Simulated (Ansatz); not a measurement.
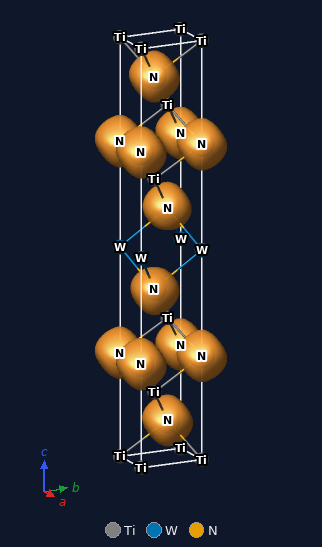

*Ti$_{5}$WN$_{6}$. Isosurface of the electron localisation function at 0.7 (orange), seen slightly off an axis. Only the valence region is drawn (cores and ρ < 0.01 e/Å³ removed). Sticks mark near contacts.*

Space group P-3m1; a structure generated by program, which may or may not match a known phase; computed without spin polarisation.

Level of theory: DFT PBE, scalar-relativistic, plane waves, PAW in Ansatz.

In a PAW calculation such maps are meaningful between the atoms, not at the nuclei.

The calculation's input:

```
crystal:
  lattice:
    - [2.9971226, 0.0, 0.0]
    - [-1.4985613, 2.5955843, 0.0]
    - [0.0, 0.0, 14.931781]
  atoms:
    - { symbol: Ti, position: [0.6666667, 0.3333333, 0.673017] }
    - { symbol: Ti, position: [0.3333333, 0.6666667, 0.326983] }
    - { symbol: Ti, position: [0.6666667, 0.3333333, 0.164583] }
    - { symbol: Ti, position: [0.0, 0.0, 0.0] }
    - { symbol: Ti, position: [0.3333333, 0.6666667, 0.835417] }
    - { symbol: W, position: [0.0, 0.0, 0.5] }
    - { symbol: "N", position: [0.3333333, 0.6666667, 0.588524] }
    - { symbol: "N", position: [0.6666667, 0.3333333, 0.411476] }
    - { symbol: "N", position: [0.0, 0.0, 0.247542] }
    - { symbol: "N", position: [0.3333333, 0.6666667, 0.081988] }
    - { symbol: "N", position: [0.6666667, 0.3333333, 0.918012] }
    - { symbol: "N", position: [0.0, 0.0, 0.752458] }
basis:
  ecutwfc: 420
kpoints:
  mp_grid: { grid: [12, 12, 4] }
hamiltonian:
  xc: pbe
scf:
  occupations: { method: gaussian, width: 0.1 }
output:
  forces: true
  stress: true
  eigenvalues: true
  write_density: true
  write_potential: true
  elf: true
  volumetric_format: npy
relax:
  adjacent_minimum: "off"
  f_tol: 0.01
  max_steps: 80
  cell: { stress_tol: 0.05 }
```

Launched as:

```sh
ansatz run input.yaml --threads 4 --pin off --max-ram 8192MiB --backend cpu --events-out ev --progress --plain --runs-dir out
```

Below, planes, directions and counts refer to the conventional cell (a = 3.00 Å, b = 3.00 Å, c = 14.93 Å, α = 90.00°, β = 90.00°, γ = 120.00°).

Question: Where are the electrons localised?

Answer: The surface consists of six regions wrapped around N (the valence shell of each), counted in one cell of 12 atoms. Regions shared between cells count once.

Values along the shortest contacts:
Ti–N (2.10 Å): the ELF peaks at about 0.80 in the valence shell of N, 0.7 Å from its nucleus, and is about 0.20 at the midpoint (no localised pair shows between them). W–N (2.18 Å): the ELF peaks at about 0.80 in the valence shell of N, 0.7 Å from its nucleus, and is about 0.20 at the midpoint.
